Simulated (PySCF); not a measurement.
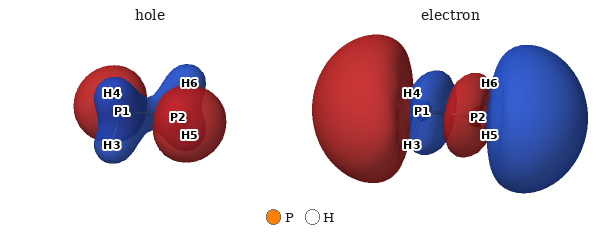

Figure 1: H4P2, SMILES `PP`. Leading natural transition orbital pair of S₂ (full linear response singlet states); the surfaces enclose about 85 % of each orbital's density.

Level of theory: B3LYP/6-311+G** (PySCF), at a geometry from GFN2-xTB. No frequency check shows the geometry to be a minimum. GFN2-xTB bond lengths at metals and heavier atoms can be off by up to 0.1 Å and shapes distorted, which carries into these values.

Coordinates in Å:

```
P1       1.0688    0.0000   -0.1302
P2      -1.0688    0.0000    0.1302
H3       1.2785    1.0034    0.8165
H4       1.2785   -1.0033    0.8165
H5      -1.2785    1.0034   -0.8165
H6      -1.2785   -1.0033   -0.8165
```

Give its energy and the atoms that hole and electron lie on.

5.60 eV (222 nm), f = 0.277 (bright), diffuse (Rydberg-like) orbital; the leading pair carries 99 %; hole on P1 and P2 (42 % each), electron on P1 and P2 (40 % each) and H3, H4, H5 and H6 (5 % each) (atom shares of so diffuse an orbital are rough); their centroids lie 0.0 Å apart. In canonical orbitals it is mainly HOMO → LUMO (96 %). The HOMO–LUMO gap is 6.24 eV.
